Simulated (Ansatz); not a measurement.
# Nudged elastic band of SiPH$_{7}$

The run: nudged elastic band of SiPH$_{7}$. Method and program: RKS PBE0-D4/def2-SVP (Ansatz 0.2.0).

The run did not end well.

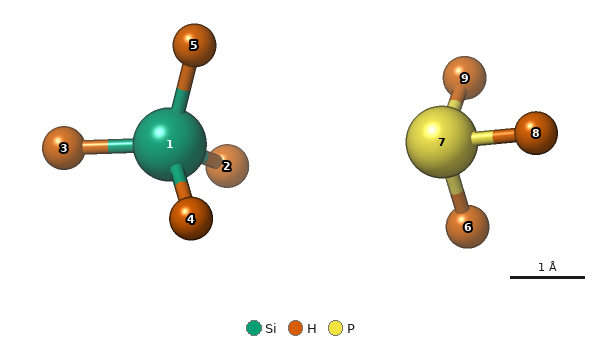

*The starting structure (ball-and-stick view, seen on its broad side; atoms are numbered from 1 in the order of the input).*

Bond lengths as drawn: H–P 1.42 Å and H–Si 1.48 to 1.49 Å.

**Outcome**

- outcome: not converged
- barrier, forward (band not converged): 0.835 eV
- barrier, backward: 0.755 eV
- hardware: 2 CPU threads, shared host
- wall time: 2 min (CPU time 3.5 min)
- peak memory: 0.44 GiB

**Diagnosis**

The input was spoiled on purpose: end atoms swapped. The run did not converge: “NEB band did not converge after 30 iterations: max|band force component| = 1.31e0 eV/Å (threshold 5.0e-2); raise `neb.max_iterations` in a new run, which can start from the last band evaluated (`neb.initial_path`, with `crystal.atoms` and `neb.final_atoms` set to its first and last images), add images, or start from endpoints closer to local minima …” Its last values are not results.

**Input file**
```yaml
crystal:
  periodic: [false, false, false]
  atoms:
    - {symbol: Si, position_ang: [-1.503689, 0.732765, -0.835874]}
    - {symbol: H, position_ang: [-0.797860, -0.466944, -1.355583]}
    - {symbol: H, position_ang: [-2.626447, 1.062589, -1.753561]}
    - {symbol: H, position_ang: [-2.043904, 0.449831, 0.516383]}
    - {symbol: H, position_ang: [-0.564861, 1.880232, -0.780233]}
    - {symbol: H, position_ang: [1.228627, -1.929121, 1.054372]}
    - {symbol: P, position_ang: [1.455749, -0.528377, 1.062459]}
    - {symbol: H, position_ang: [2.443516, -0.607975, 2.078859]}
    - {symbol: H, position_ang: [2.408867, -0.593102, 0.013179]}
basis:
  gaussian: {orbitals: def2-SVP}
hamiltonian: {xc: pbe0, dispersion: d4}
neb:
  images: 5
  climbing: true
  max_iterations: 30
  initial_path: idpp
  final_atoms:
    - {symbol: Si, position_ang: [-0.451448, 0.895569, -0.109981]}
    - {symbol: H, position_ang: [-1.437087, -2.624680, -0.656889]}
    - {symbol: H, position_ang: [-0.759867, 0.546086, -1.520750]}
    - {symbol: H, position_ang: [-1.563910, 0.431098, 0.758399]}
    - {symbol: H, position_ang: [-0.330740, 2.372579, 0.007080]}
    - {symbol: H, position_ang: [1.587923, 0.536147, 1.688999]}
    - {symbol: P, position_ang: [1.417770, -0.212814, 0.493657]}
    - {symbol: H, position_ang: [-0.737641, -2.576297, -0.399362]}
    - {symbol: H, position_ang: [2.275000, 0.632210, -0.261151]}
```

Launched with:
```bash
ansatz run in.yaml --threads 2 --pin off --events-out ev --progress --plain --max-ram 4352MiB
```

**What the program printed**
```
Functional definition: PBE0
  name "PBE0"
  cite "Adamo & Barone, J. Chem. Phys. 110, 6158 (1999) doi:10.1063/1.478522"
  cite "Perdew, Burke & Ernzerhof, Phys. Rev. Lett. 77, 3865 (1996) doi:10.1103/PhysRevLett.77.3865"
  parent pbe
  parameter a = 0.25
  parameter kappa = 0.804
  parameter beta = 0.06672455060314922
  exchange = (1 - a)*pbe_x(kappa = kappa, mu = beta*pi^2/3) + a*exact_x
  correlation = pbe_c(beta = beta)
738 factors; integrals over basis functions are off by at most 2.8e-4 eV
mean field evaluation 1: about -17266.6730 eV, gradient 9.0e0 eV
mean field evaluation 2: about -17266.9227 eV, gradient 4.8e0 eV
mean field evaluation 4: about -17266.9952 eV, gradient 1.8e-1 eV
mean field evaluation 8: about -17266.9947 eV, gradient 5.6e-4 eV
mean field -17266.99467167 eV, -634.5503501944 hartree, gradient 2.3e-5 eV, S^2 0.000000; 0 other end points of the search recorded, 0 dependent functions left out
the calculation of the forces begins
reference -17266.99469746 eV, -634.5503511423 hartree; 18, 18 occupied and 53, 53 virtual orbitals, 738 factors
740 factors; integrals over basis functions are off by at most 4.6e-4 eV
mean field evaluation 16: about -17266.8943 eV, gradient 2.0e-1 eV
mean field -17266.89426271 eV, -634.5466602334 hartree, gradient 6.0e-5 eV, S^2 0.000000; 0 other end points of the search recorded, 0 dependent functions left out
[... from here on the field's lines of each further geometry are left out, up to the last ...]
WARN: NEB end point (image 0): max|allowed force component| = 2.230e-1 eV/Å (the criterion of neb.relax_end_points is 1.000e-2). That is over neb.f_tol: it is no minimum, so the barrier can be far off. Relax it first
WARN: NEB end point (image 6): max|allowed force component| = 5.426e-1 eV/Å (the criterion of neb.relax_end_points is 1.000e-2). That is over neb.f_tol: it is no minimum, so the barrier can be far off. Relax it first
NEB iter   1: max|band force component| = 4.839e0 eV/Å  barrier→ = 8.0943 eV  barrier← = 8.0146 eV  Δτ_max = 0.2000 Å  (154 SCF iters)
NEB iter   2: max|band force component| = 3.247e0 eV/Å  barrier→ = 6.9898 eV  barrier← = 6.9100 eV  Δτ_max = 0.2000 Å  (131 SCF iters)
NEB iter   3: max|band force component| = 2.907e0 eV/Å  barrier→ = 5.7815 eV  barrier← = 5.7017 eV  Δτ_max = 0.2000 Å  (126 SCF iters)
NEB iter   4: max|band force component| = 3.478e0 eV/Å  barrier→ = 4.5090 eV  barrier← = 4.4292 eV  Δτ_max = 0.1001 Å  (125 SCF iters)
NEB iter   5: max|band force component| = 2.357e0 eV/Å  barrier→ = 4.0064 eV  barrier← = 3.9267 eV  Δτ_max = 0.2000 Å  (110 SCF iters)
NEB iter   6: max|band force component| = 1.719e0 eV/Å  barrier→ = 3.0718 eV  barrier← = 2.9921 eV  Δτ_max = 0.2000 Å  (108 SCF iters)
NEB iter   7: max|band force component| = 1.014e0 eV/Å  barrier→ = 2.6017 eV  barrier← = 2.5219 eV  Δτ_max = 0.2000 Å  (109 SCF iters)
NEB iter   8: max|band force component| = 2.048e0 eV/Å  barrier→ = 2.4198 eV  barrier← = 2.3400 eV  Δτ_max = 0.1021 Å  (110 SCF iters)
NEB iter   9: max|band force component| = 7.000e-1 eV/Å  barrier→ = 2.2653 eV  barrier← = 2.1855 eV  Δτ_max = 0.2000 Å  (103 SCF iters)
NEB iter  10: max|band force component| = 7.473e-1 eV/Å  barrier→ = 2.1965 eV  barrier← = 2.1167 eV  CI = image 4  Δτ_max = 0.2000 Å  (112 SCF iters)
NEB iter  11: max|band force component| = 1.609e0 eV/Å  barrier→ = 2.5601 eV  barrier← = 2.4804 eV  CI = image 4  Δτ_max = 0.0998 Å  (106 SCF iters)
NEB iter  12: max|band force component| = 1.310e0 eV/Å  barrier→ = 2.3832 eV  barrier← = 2.3035 eV  CI = image 4  Δτ_max = 0.1013 Å  (104 SCF iters)
NEB iter  13: max|band force component| = 1.448e0 eV/Å  barrier→ = 2.1728 eV  barrier← = 2.0931 eV  CI = image 4  Δτ_max = 0.1955 Å  (106 SCF iters)
NEB iter  14: max|band force component| = 1.806e0 eV/Å  barrier→ = 1.8619 eV  barrier← = 1.7822 eV  CI = image 4  Δτ_max = 0.2000 Å  (105 SCF iters)
NEB iter  15: max|band force component| = 1.996e0 eV/Å  barrier→ = 1.6553 eV  barrier← = 1.5755 eV  CI = image 4  Δτ_max = 0.1948 Å  (104 SCF iters)
NEB iter  16: max|band force component| = 1.771e0 eV/Å  barrier→ = 1.3723 eV  barrier← = 1.2925 eV  CI = image 4  Δτ_max = 0.2000 Å  (103 SCF iters)
NEB iter  17: max|band force component| = 1.877e0 eV/Å  barrier→ = 1.3076 eV  barrier← = 1.2278 eV  CI = image 4  Δτ_max = 0.1967 Å  (107 SCF iters)
NEB iter  18: max|band force component| = 1.708e0 eV/Å  barrier→ = 1.1636 eV  barrier← = 1.0838 eV  CI = image 4  Δτ_max = 0.2000 Å  (103 SCF iters)
NEB iter  19: max|band force component| = 1.613e0 eV/Å  barrier→ = 1.0542 eV  barrier← = 0.9745 eV  CI = image 4  Δτ_max = 0.1949 Å  (104 SCF iters)
NEB iter  20: max|band force component| = 1.924e0 eV/Å  barrier→ = 1.2101 eV  barrier← = 1.1303 eV  CI = image 4  Δτ_max = 0.2000 Å  (105 SCF iters)
NEB iter  21: max|band force component| = 1.916e0 eV/Å  barrier→ = 1.1215 eV  barrier← = 1.0417 eV  CI = image 4  Δτ_max = 0.2000 Å  (103 SCF iters)
NEB iter  22: max|band force component| = 1.809e0 eV/Å  barrier→ = 0.9494 eV  barrier← = 0.8696 eV  CI = image 4  Δτ_max = 0.2000 Å  (103 SCF iters)
NEB iter  23: max|band force component| = 2.014e0 eV/Å  barrier→ = 1.3842 eV  barrier← = 1.3044 eV  CI = image 4  Δτ_max = 0.2000 Å  (104 SCF iters)
NEB iter  24: max|band force component| = 1.891e0 eV/Å  barrier→ = 0.9767 eV  barrier← = 0.8969 eV  CI = image 4  Δτ_max = 0.2000 Å  (102 SCF iters)
NEB iter  25: max|band force component| = 1.787e0 eV/Å  barrier→ = 1.3165 eV  barrier← = 1.2368 eV  CI = image 4  Δτ_max = 0.1986 Å  (104 SCF iters)
NEB iter  26: max|band force component| = 1.744e0 eV/Å  barrier→ = 0.9113 eV  barrier← = 0.8316 eV  CI = image 4  Δτ_max = 0.2000 Å  (104 SCF iters)
NEB iter  27: max|band force component| = 1.656e0 eV/Å  barrier→ = 0.7389 eV  barrier← = 0.6591 eV  CI = image 4  Δτ_max = 0.2000 Å  (104 SCF iters)
NEB iter  28: max|band force component| = 1.596e0 eV/Å  barrier→ = 0.9726 eV  barrier← = 0.8928 eV  CI = image 4  Δτ_max = 0.2000 Å  (104 SCF iters)
NEB iter  29: max|band force component| = 1.483e0 eV/Å  barrier→ = 1.2535 eV  barrier← = 1.1738 eV  CI = image 4  Δτ_max = 0.2000 Å  (104 SCF iters)
the calculation of the forces begins
reference -17266.13566306 eV, -634.5187822103 hartree; 18, 18 occupied and 53, 53 virtual orbitals, 738 factors
these checks for a lower state are left out or cut short: starts, cluster_reference, orbital_swaps, neighbouring_geometries, increment
740 factors; integrals over basis functions are off by at most 6.6e-4 eV
mean field -17266.79119991 eV, -634.5428727454 hartree, gradient 1.2e-5 eV, S^2 0.000000; 0 other end points of the search recorded, 0 dependent functions left out
the calculation of the forces begins
reference -17266.79122408 eV, -634.5428736336 hartree; 18, 18 occupied and 53, 53 virtual orbitals, 740 factors
NEB iter  30: max|band force component| = 1.313e0 eV/Å  barrier→ = 0.8351 eV  barrier← = 0.7554 eV  CI = image 4  Δτ_max = 0.2000 Å  (106 SCF iters)
```

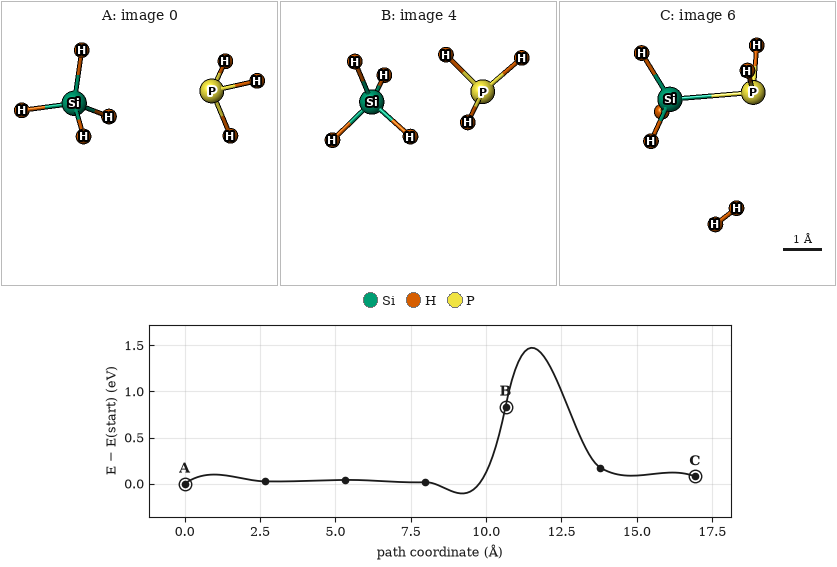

*Images of the last band (counted from 0; ball-and-stick, seen at a tilt) above the energy along the path; the line is a cubic interpolation that uses the forces.*

The highest image is number 4, 0.835 eV above the start and 0.755 eV above the end (the climbing image); the end lies 0.080 eV above the start. The path is 16.92 Å long. The band had not converged after 30 iterations. The end points carry forces over 0.1 eV/Å, so they aren't fully relaxed minima and the barriers are approximate.

```
Error: NEB band did not converge after 30 iterations: max|band force component| = 1.31e0 eV/Å (threshold 5.0e-2); raise `neb.max_iterations` in a new run, which can start from the last band evaluated (`neb.initial_path`, with `crystal.atoms` and `neb.final_atoms` set to its first and last images), add images, or start from endpoints closer to local minima. Where this run's directory can be resumed (`checkpoint.write`), a resume goes on for up to `neb.max_iterations` more; to start a new run from the last band, take its images' positions from the `neb_iteration` event of iteration 30 (`data.images[].positions_ang`), in the event stream of the run that computed that iteration (not this run's, if it was resumed behind it). With `checkpoint.write`, `steps/00-neb/state/checkpoint.json` in the run directory holds the last saved band, under `neb.evaluated.images[].positions_ang` (a band under a hybrid functional on support functions is neither saved nor resumed: `neb.initial_path` says where its path is): check the last entry of `neb.iterations` there, which is earlier than 30 if that iteration was not saved or its write failed. If the band's step has no `state` directory and holds `state.next`, a write was cut short, and the file is under `state.next` instead (behind a loss of power it can be under `state.prev`)
a run's events are kept only if it was started with --events-out <file>, and are in that file
```

**The last band as extended XYZ (Å, eV, eV/Å)**
```
9
Properties=species:S:1:pos:R:3:forces:R:3 image=0 energy=-17267.09757
Si   -1.5037    0.7328   -0.8359    0.0302  -0.0084   0.0251
H    -0.7979   -0.4669   -1.3556    0.0675  -0.1260  -0.0624
H    -2.6264    1.0626   -1.7536   -0.1147   0.0343  -0.0935
H    -2.0439    0.4498    0.5164   -0.0610  -0.0284   0.1382
H    -0.5649    1.8802   -0.7802    0.0931   0.1216   0.0020
H     1.2286   -1.9291    1.0544   -0.0352  -0.1801   0.0000
P     1.4557   -0.5284    1.0625   -0.2230   0.1943  -0.0053
H     2.4435   -0.6080    2.0789    0.1218  -0.0035   0.1356
H     2.4089   -0.5931    0.0132    0.1212  -0.0039  -0.1397
9
Properties=species:S:1:pos:R:3:forces:R:3 image=1 energy=-17267.07215
Si   -1.3193    0.2978   -0.9871    0.0057  -0.0028  -0.0029
H    -0.3483   -0.6568   -1.5985   -0.0050  -0.0043  -0.0031
H    -2.4540    0.5287   -1.9297    0.0039  -0.0017   0.0027
H    -1.8419   -0.2744    0.2892   -0.0014   0.0034  -0.0034
H    -0.6315    1.5933   -0.7089   -0.0045  -0.0001   0.0057
H     0.5584   -0.1179    1.7020    0.0055   0.0033   0.0011
P     1.9779   -0.0235    1.5676    0.0030  -0.0005   0.0075
H     2.1447   -1.4415    1.5199   -0.0072   0.0015  -0.0064
H     1.9139    0.0944    0.1455   -0.0001   0.0013  -0.0011
9
Properties=species:S:1:pos:R:3:forces:R:3 image=2 energy=-17267.05676
Si   -1.4432    0.0424   -0.9669    0.0008  -0.0005   0.0003
H    -0.7560   -1.2681   -0.7706    0.0014   0.0007  -0.0007
H    -1.6738    0.2685   -2.4243   -0.0026   0.0006  -0.0003
H    -2.7536    0.0270   -0.2518    0.0008   0.0005   0.0023
H    -0.5911    1.1392   -0.4210    0.0007   0.0011  -0.0023
H     0.9293   -0.1278    2.0436   -0.0051  -0.0014   0.0001
P     2.2629   -0.2069    1.5381    0.0017  -0.0066   0.0000
H     1.8583   -0.9304    0.3748    0.0040   0.0003   0.0047
H     2.1672    1.0560    0.8782   -0.0019   0.0054  -0.0040
9
Properties=species:S:1:pos:R:3:forces:R:3 image=3 energy=-17267.08154
Si   -1.4607    0.0107   -0.5853    0.0014  -0.0001   0.0034
H    -1.1740   -1.3098    0.0484   -0.0028  -0.0021  -0.0040
H    -0.4124    0.3183   -1.6018    0.0011  -0.0031  -0.0034
H    -2.7962   -0.0401   -1.2506   -0.0050   0.0050   0.0007
H    -1.4677    1.0748    0.4617    0.0025  -0.0013  -0.0001
H     1.1276    0.2694    1.6811   -0.0067   0.0000   0.0053
P     2.3353   -0.0910    1.0093    0.0124   0.0040   0.0140
H     1.6987   -1.1195    0.2510    0.0005  -0.0098  -0.0047
H     2.1495    0.8871   -0.0139   -0.0035   0.0074  -0.0112
9
Properties=species:S:1:pos:R:3:forces:R:3 image=4 energy=-17266.26246
Si   -1.2744   -0.0120   -0.4741   -0.4412  -0.5095  -0.1500
H    -0.3813   -1.1192    0.0603   -0.4647   0.5437  -0.2947
H    -0.8279    0.7707   -1.6721    0.1176  -0.3375   0.0461
H    -2.4438   -0.8571   -0.8121   -0.5439   0.2236  -0.1854
H    -1.5973    1.0241    0.5484   -0.0452  -0.1589   0.2071
H     0.8395    0.8910    0.5190    0.2253  -0.2029  -0.3100
P     1.6870   -0.1754    0.0243    0.1112   0.0002   1.7917
H     1.1665   -1.0518    1.1867    1.3377   1.1143  -1.1430
H     2.8316    0.5297    0.6195   -0.2967  -0.6730   0.0381
9
Properties=species:S:1:pos:R:3:forces:R:3 image=5 energy=-17266.92213
Si   -0.7487    0.6229   -0.6236    0.5272  -0.7769  -0.0103
H    -0.2346   -2.2177    0.5401    0.3227  -0.1289   0.2321
H    -0.8000    1.2764   -1.9632    0.0683   0.1173   0.0312
H    -1.4112   -0.7250   -0.7651    0.0613   0.2361   0.0169
H    -1.5118    1.3975    0.3829   -0.0524   0.2048   0.1171
H     1.1429    0.0968    1.3611   -0.0448  -0.1119   0.0684
P     1.4714    0.2305   -0.0194   -0.7515   0.2259  -0.1925
H     0.4223   -2.3070    0.9360   -0.3406  -0.0491  -0.1825
H     1.6698    1.6255    0.1512    0.2098   0.2827  -0.0804
9
Properties=species:S:1:pos:R:3:forces:R:3 image=6 energy=-17267.01783
Si   -0.4466    0.9022    0.0672   -0.0124  -0.0212  -0.0056
H    -1.6014   -2.5604   -0.5151   -0.5340  -0.0185  -0.0671
H    -1.0756    0.6691   -1.2585   -0.0596  -0.0203  -0.1289
H    -1.3407    0.3704    1.1279   -0.0861  -0.0499   0.1049
H    -0.2727    2.3646    0.2696    0.0208   0.1513   0.0213
H     1.9417    0.3947    1.3174    0.0589   0.0657   0.1548
P     1.4884   -0.2544    0.1376   -0.0191  -0.2411  -0.0313
H    -0.8608   -2.5342   -0.4216    0.5426   0.0336   0.0701
H     2.1677    0.6479   -0.7244    0.0889   0.1004  -0.1182
```
